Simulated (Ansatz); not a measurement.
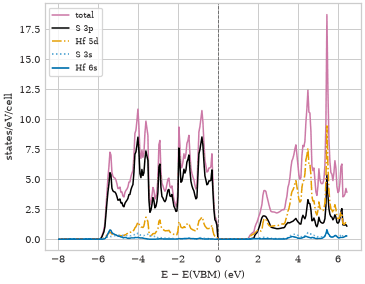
Figure. Total and projected density of states of HfS3 in space group P2_1/m (No. 11; Hf on 2e, S on 2e, S on 2e, S on 2e), r²SCAN in the plane-wave PAW code Ansatz

**Question.** Which orbitals carry the states next to the gap?

**Answer.** Top 1 eV of the valence band: S 3p 81 %, Hf 5d 16 %. Bottom 1 eV of the conduction band: S 3p 47 %, Hf 5d 41 %, outside the projected shells 5 %. Projections are on Löwdin-orthogonalised atomic valence shells; empty p or d shells of many metals are not among them.

**Question.** Where is the tallest occupied peak in this window, and what makes it?

**Answer.** Near -4.0 eV, about 11 states/eV per cell; the largest projected share is S 3p.

The workflow started from a Materials Project entry (that database holds measured and hypothetical structures alike); the Crystallography Open Database copy checked does not list it. Whether it is the stable phase at ambient conditions was not checked. Symmetry was held in the r²SCAN relaxation; its stability against distortions is not shown here. No spin polarisation was allowed. A crystal of weakly bound layers computed without a dispersion correction: the cell and the soft elastic constants depend strongly on that. Spin–orbit coupling is left out wherever it is not named.

Potentials: the earlier of the program's two PAW sets.
